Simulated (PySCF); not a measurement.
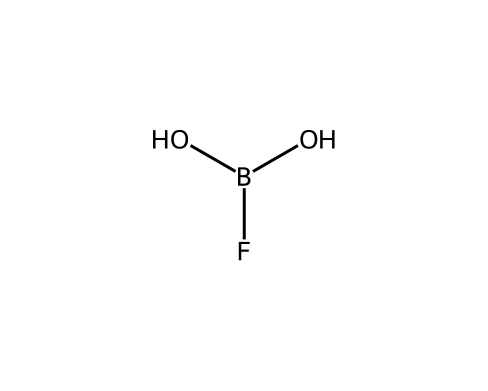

(Drawn from a calculation with PySCF.)

Question: Transcribe the drawing into SMILES.

Answer: OB(O)F

Question: What is the molecular formula?

Answer: BFH2O2.

Question: An optimisation with PBE0-D3(BJ)/def2-SVP gave a structure of which point group?

Answer: Cs.
